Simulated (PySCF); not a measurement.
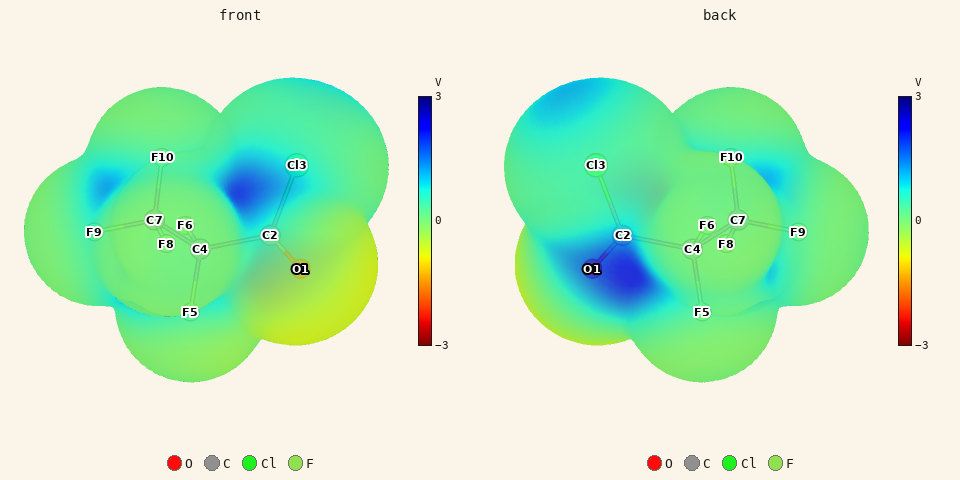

C$_{3}$ClF$_{5}$O. The molecular electrostatic potential painted on the density surface at 0.002 e/bohr³, seen from the front and from behind; the colour scale runs from red (negative) to blue (positive).

Geometry: GFN2-xTB.

The calculation used B3LYP/def2-SVPD, SCF density, gas phase in PySCF.

Input

```
{"job": {"kind": "uv", "xc": "B3LYP", "basis": "def2-SVPD", "nstates": 8, "ntriplets": 3}, "charge": 0, "multiplicity": 1}
O      1.690558    -0.881225     1.282435
C      1.386388    -0.235356     0.341606
Cl     2.308473     1.074866    -0.292255
C      0.070761    -0.449533    -0.455144
F     -0.277923    -1.748720    -0.420881
F      0.200367    -0.106729    -1.749243
C     -1.085092     0.391778     0.171792
F     -1.271701     0.056819     1.444191
F     -2.225717     0.212493    -0.477560
F     -0.787231     1.690261     0.132532
```

Command:

```sh
OMP_NUM_THREADS=1 python probes_run.py task.json out
```

### Which sites attract a positive test charge, and which a negative one?

A positive charge is drawn to the negative regions and a negative charge to the positive ones. The most negative region (about −0.8 V) lies over O1, the most positive (about +2.1 V) over the π face of C2 and C4. Cl3 shows a σ-hole: about +1.1 V at the tip opposite its bond, against about +0.2 V on its flanks.
